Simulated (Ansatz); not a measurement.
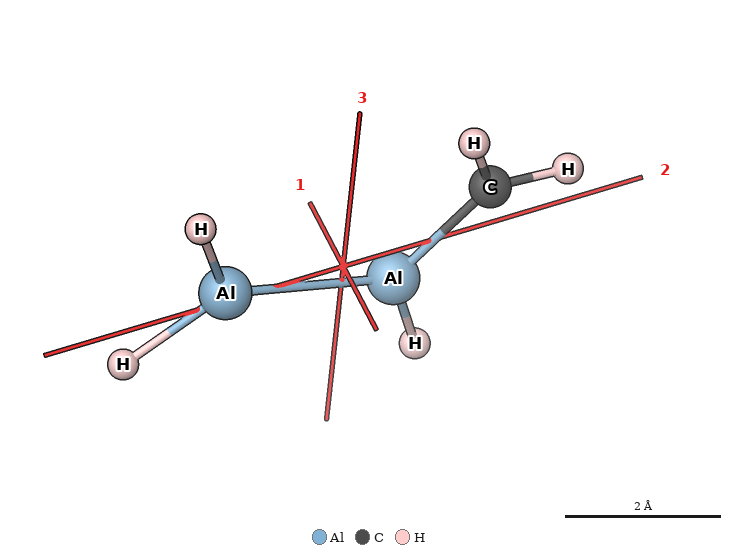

The three principal axes of inertia are drawn and numbered. Atoms fade into the background with distance from the viewer. The species has charge −1 and is a spin singlet. Computed geometry: PBE-D4/def2-SVPD optimisation. No frequency run is at hand to confirm it as a minimum. Masses are those of the most abundant isotopes; constants are for the rigid equilibrium geometry.

> Which line is the a axis (least moment of inertia), which b and which c?

a is line 2, b is line 3, c is line 1; the moments are 30.0, 168, 198 u Å².

> What kind of rotor is it, and what are its rotational constants in MHz?

An asymmetric top (Cs): A = 16823, B = 3004, C = 2549 MHz. Ray's parameter κ is −0.94, close to the prolate limit.
